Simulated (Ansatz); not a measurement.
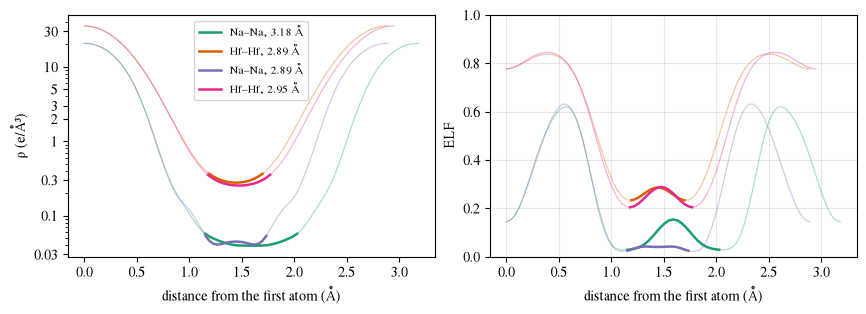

The picture shows: NaHf. Valence electron density and electron localisation function along straight lines between neighbouring atoms. Thin, pale parts lie inside the atomic spheres.

Space group Pmma; started from the AuCd (B19)_51 prototype, which need not be the ambient phase.

These are results of DFT PBE, scalar-relativistic, plane waves, PAW (Ansatz), not measurements.

Core electrons are frozen (PAW), and the valence fields are smoothed inside the atomic spheres.

```yaml
crystal:
  lattice:
    - [5.35509, 0.00000, 0.00000]
    - [0.00000, 2.89019, 0.00000]
    - [0.00000, 0.00000, 6.72343]
  atoms:
    - { symbol: Na, position: [0.75000, 0.00000, 0.62770] }
    - { symbol: Na, position: [0.25000, 0.00000, 0.37230] }
    - { symbol: Hf, position: [0.75000, 0.50000, 0.09213] }
    - { symbol: Hf, position: [0.25000, 0.50000, 0.90787] }
```

### What can be read from the curves?

Na–Na (3.18 Å): ρ at the midpoint is about 0.04 e/Å³; the ELF is about 0.15 at the midpoint (no localised pair shows between them).
Hf–Hf (2.89 Å): the density is about 0.28 e/Å³ at the midpoint; the ELF is about 0.30 at the midpoint: no localised pair shows between them.
Na–Na (2.89 Å): ρ at the midpoint is about 0.04 e/Å³; the ELF is about 0.05 at the midpoint (no localised pair shows between them).
Hf–Hf (2.95 Å): ρ is about 0.25 e/Å³ halfway; the ELF is about 0.30 at the midpoint (no shared electron pair shows on this line).
